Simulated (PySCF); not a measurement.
Consider SnBi (doublet).

```xyz
2

Sn    0.0000    0.0000   -1.7271
Bi    0.0000    0.0000    0.9909
```

Core potentials replace the inner electrons of Sn and Bi.

Computed with PBE0/cc-pVDZ(-PP), non-relativistic Hamiltonian with scalar-relativistic core potentials where named, at a bond length of 2.718 Å in PySCF.

Predict the electron density, electron localisation function and spin density between the atoms.

Sn–Bi (2.72 Å): the density is about 0.45 e/Å³ at the midpoint; the ELF reaches about 0.55 near the midpoint.
The unpaired spin (1 electron) lies mostly on Bi2 (about 0.9) and Sn1 (about 0.1), in electrons by Hirshfeld's partition.

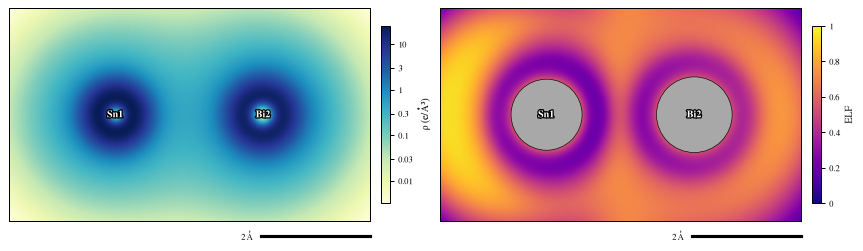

Computed electron density and electron localisation function on a plane that holds the molecular axis, in this order. Grey discs cover the atomic cores in the ELF map. 
